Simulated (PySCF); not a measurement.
# BBr2Cl (dibromo(chloro)borane): levels of theory compared

We compute a comparison of 6 runs (HF/STO-3G, B3LYP/6-31G*, CAM-B3LYP/6-31G*, PBE/6-31G*, SVWN5/6-31G*, wB97X/6-31G*) of BBr2Cl (dibromo(chloro)borane). 

The results are computed with PySCF 2.14.0.

6 further runs of the same task are left out: 3 that didn't finish, 3 set aside as unsound or not needed.

## Step 1: The molecule

BBr2Cl has 4 atoms, charge 0, and is taken as a singlet. SMILES: `ClB(Br)Br`. Geometry: relaxed at PBE0-D4/def2-TZVP.

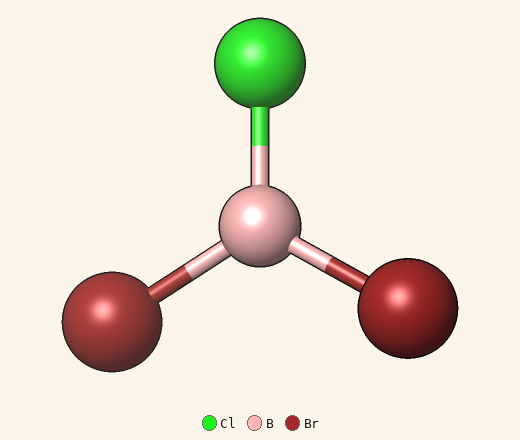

The structure, seen from a chosen angle (chlorine green, boron pink, bromine red).

## Step 2: The energy at HF/STO-3G (run 1)

Input file run.py:

```python
# ClB(Br)Br
from pyscf import gto

mol = gto.M(
    atom='''
Cl  -0.203300  -1.644940   0.633550
B   -0.004820  -0.039040   0.015030
Br   1.283490   1.123730   0.785650
Br  -1.075360   0.560270  -1.434250
''',
    charge=0,
    max_memory=1860,
    verbose=4,
    basis='sto-3g',
)

mf = mol.RHF()
mf.conv_tol = 1e-10
mf.kernel()
if not mf.converged:
    mf = mf.newton().run(mf.mo_coeff, mf.mo_occ)

energy = mf.e_tot
print(f'total energy: {energy:.8f} hartree')
```

On the command line:

```
$ OMP_NUM_THREADS=1 python run.py
```

Standard output:

```text
PySCF version 2.14.0

[INPUT] num. atoms = 4
[INPUT] num. electrons = 92
[INPUT] charge = 0
[INPUT] spin (= nelec alpha-beta = 2S) = 0
[INPUT] symmetry False subgroup None
[INPUT] Mole.unit = angstrom
[INPUT] Symbol           X                Y                Z      unit          X                Y                Z       unit  Magmom
[INPUT]  1 Cl    -0.203300000000  -1.644940000000   0.633550000000 AA   -0.384181321124  -3.108486091342   1.197235986218 Bohr   0.0
[INPUT]  2 B     -0.004820000000  -0.039040000000   0.015030000000 AA   -0.009108479920  -0.073774907903   0.028402583652 Bohr   0.0
[INPUT]  3 Br     1.283490000000   1.123730000000   0.785650000000 AA    2.425444583618   2.123541937957   1.484663329765 Bohr   0.0
[INPUT]  4 Br    -1.075360000000   0.560270000000  -1.434250000000 AA   -2.032135885312   1.058756855810  -2.710339694157 Bohr   0.0

nuclear repulsion = 520.816737356061
number of shells = 24
number of NR pGTOs = 150
number of NR cGTOs = 50
basis = sto-3g
ecp = {}

******** <class 'pyscf.scf.hf.RHF'> ********
method = RHF
initial guess = minao
damping factor = 0
level_shift factor = 0
DIIS = <class 'pyscf.scf.diis.CDIIS'>
diis_start_cycle = 1
diis_space = 8
diis_damp = 0
SCF conv_tol = 1e-10
SCF conv_tol_grad = None
SCF max_cycles = 50
direct_scf = True
direct_scf_tol = 1e-13
Set gradient conv threshold to 1e-05
Initial guess from minao.
init E= -5561.03669217222
  HOMO = -0.630314133538138  LUMO = -0.0972017802114791  gap/eV = 14.50673
cycle= 1 E= -5568.26294990724  delta_E= -7.23  |g|= 0.563  |ddm|= 2.66
  HOMO = -0.323763887337598  LUMO = 0.037714919587225  gap/eV = 9.83634
cycle= 2 E= -5568.38070377604  delta_E= -0.118  |g|= 0.267  |ddm|= 1.44
  HOMO = -0.334660173690086  LUMO = 0.178368734744748  gap/eV = 13.96023
cycle= 3 E= -5568.40772160839  delta_E= -0.027  |g|= 0.0274  |ddm|= 0.456
  HOMO = -0.340536128689363  LUMO = 0.181994085697796  gap/eV = 14.21877
cycle= 4 E= -5568.40820064646  delta_E= -0.000479  |g|= 0.00402  |ddm|= 0.0734
  HOMO = -0.3400511510267  LUMO = 0.181197862010033  gap/eV = 14.18391
cycle= 5 E= -5568.40821819354  delta_E= -1.75e-05  |g|= 0.00127  |ddm|= 0.0138
  HOMO = -0.339884045767514  LUMO = 0.181529944541787  gap/eV = 14.18840
cycle= 6 E= -5568.4082202153  delta_E= -2.02e-06  |g|= 0.000195  |ddm|= 0.00555
  HOMO = -0.33990976072263  LUMO = 0.181490363491117  gap/eV = 14.18802
cycle= 7 E= -5568.40822026092  delta_E= -4.56e-08  |g|= 1.71e-05  |ddm|= 0.000913
  HOMO = -0.339906233026052  LUMO = 0.18149301352789  gap/eV = 14.18800
cycle= 8 E= -5568.40822026114  delta_E= -2.16e-10  |g|= 2.34e-06  |ddm|= 5.16e-05
  HOMO = -0.339906137827511  LUMO = 0.181492737306916  gap/eV = 14.18799
cycle= 9 E= -5568.40822026114  delta_E=    0  |g|= 6.39e-07  |ddm|= 8.5e-06
  HOMO = -0.339906100253022  LUMO = 0.181492770939732  gap/eV = 14.18799
Extra cycle  E= -5568.40822026114  delta_E= -1.82e-12  |g|= 2.81e-07  |ddm|= 1.64e-06
converged SCF energy = -5568.40822026114
total energy: -5568.40822026 hartree
```

It took 1.3 s on 1 thread of Intel Xeon Platinum 8259CL at 2.50GHz (Skylake/Cascade Lake), shared host; peak memory 0.12 GiB.

## Step 3: The energy at B3LYP/6-31G(d) (spherical functions) (run 2)

Input file input.py:

```python
from pyscf import gto, dft

mol = gto.M(
    atom='''
Cl    -0.384181    -3.108486     1.197236
B     -0.009108    -0.073775     0.028403
Br     2.425445     2.123542     1.484663
Br    -2.032136     1.058757    -2.710340
''',
    unit='bohr',
    spin=0,
    max_memory=1860,
    basis='6-31g*',
    charge=0,
    verbose=3,
)

myscf = dft.RKS(mol)
myscf.xc = 'b3lyp'
myscf.grids.level = 5
myscf.conv_tol = 1e-10
myscf.kernel()
if not myscf.converged:
    myscf = myscf.newton().run(myscf.mo_coeff, myscf.mo_occ)

e_final = myscf.e_tot
print('E = %.10f Eh' % e_final)
```

On the command line:

```
$ OMP_NUM_THREADS=1 python input.py
```

Standard output:

```text
converged SCF energy = -5632.89950405443
E = -5632.8995040544 Eh
```

Wall time 17 s (1 thread of Intel Xeon Platinum 8259CL at 2.50GHz (Skylake/Cascade Lake), shared host); peak memory 0.52 GiB.

Runs 3 to 5 aren't shown in full; the table further down has their settings and results.

## Step 4: A single-point energy at wB97X/6-31G(d) (spherical functions) (run 6)

Input file calc.py:

```python
from pyscf import gto, dft

mol = gto.M(
    atom='''
Cl    -0.384181    -3.108486     1.197236
B     -0.009108    -0.073775     0.028403
Br     2.425445     2.123542     1.484663
Br    -2.032136     1.058757    -2.710340
''',
    basis='6-31g*',
    unit='bohr',
    max_memory=1860,
    verbose=3,
)

myscf = dft.RKS(mol)
myscf.xc = 'wb97x'
myscf.conv_tol = 1e-10
myscf.grids.level = 5
myscf.kernel()
if not myscf.converged:
    myscf = myscf.newton().run(myscf.mo_coeff, myscf.mo_occ)

e_final = myscf.e_tot
print('E(%s) = %.9f' % ('WB97X', e_final))
```

On the command line:

```
$ OMP_NUM_THREADS=1 python calc.py
```

Standard output:

```text
converged SCF energy = -5632.88120348082
E(WB97X) = -5632.881203481
```

It took 53 s on 1 thread of Intel Xeon Platinum 8259CL at 2.50GHz (Skylake/Cascade Lake), shared host; peak memory 0.52 GiB.

## Step 5: All runs side by side

| run | level | integration grid | energy (Eh) | dipole moment (D) | HOMO energy (eV) | LUMO energy (eV) | wall time |
| --- | --- | --- | --- | --- | --- | --- | --- |
| 1 | HF/STO-3G | – | -5568.408220 | 0.66 | -9.25 | 4.94 | 1.3 s |
| 2 | B3LYP/6-31G* (spherical functions) | 5 | -5632.899504 | 0.03 | -8.12 | -2.05 | 17 s |
| 3 | CAM-B3LYP/6-31G* (spherical functions) | 5 | -5633.073758 | 0.02 | -9.73 | -0.77 | 53 s |
| 4 | PBE/6-31G* (spherical functions) | 5 | -5631.835846 | 0.03 | -7.09 | -2.77 | 20 s |
| 5 | SVWN5/6-31G* (spherical functions) | 5 | -5623.987485 | 0.00 | -7.22 | -2.98 | 10 s |
| 6 | wB97X/6-31G* (spherical functions) | 5 | -5632.881203 | 0.09 | -10.77 | 0.25 | 53 s |

## Step 6: What came out

| quantity | value |
| --- | --- |
| run 6: total energy | -5632.88120 Eh |
| run 6: dipole moment | 0.09 D |
| run 6: HOMO energy | -10.77 eV |
| run 6: LUMO energy | 0.25 eV |
| run 6: HOMO–LUMO gap | 11.02 eV |

In words: The dipole moment (its size) runs from 0.00 D (SVWN5/6-31G*) to 0.66 D (HF/STO-3G). The two ends differ in method and basis. The HOMO–LUMO gap runs from 4.24 eV (SVWN5/6-31G*) to 14.19 eV (HF/STO-3G). Totals of different functionals can't be ranked against each other. In run 1 the basis is minimal, so the values are rough. All runs together took 2.6 min, the longest 53 s.
